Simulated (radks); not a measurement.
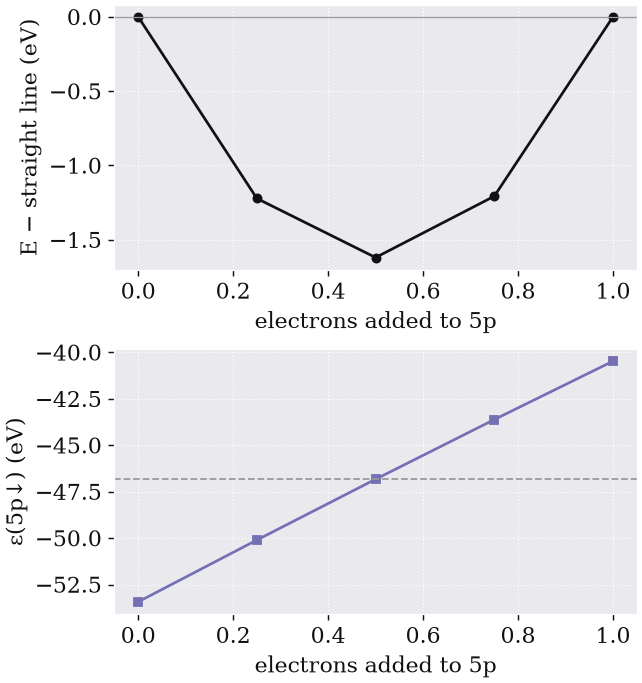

Level of theory: scalar-relativistic Kohn-Sham, PBEsol, spin-polarised, spherical densities, finite nucleus. Computed with the in-house radial solver radks. The occupation of the 5p shell is varied from Lu²⁺ ([Kr] 4d10 4f14 5s2 5p5 6s2 (high spin)) to Lu⁺ ([Xe] 4f14 6s2), with spherical fractional occupations. The plot shows the total energy less the straight line between the end points, and the eigenvalue of 5p↓ (the dashed line is minus the energy to take the whole electron out).

Q: Is the energy convex or concave in the occupation, and by how much?

A: The curve is convex (below the straight line), with the largest deviation among the points computed, −1.62 eV, at 0.5. The end points differ by 46.8 eV, the energy to take the electron out. The eigenvalue, which is the slope of the energy (Janak's theorem), moves from −53.4 eV at 0 to −40.5 eV at 1; for a straight line it would stay constant, and a parabola would sag by an eighth of this change, scaled to a whole electron, 1.62 eV. Convexity is the mark of the delocalisation error, which puts fractional charges too low; for p, d and f shells the spherical spreading of the fraction adds to it. The shell lies under occupied ones, so the straight line is a guide here rather than an exact condition.
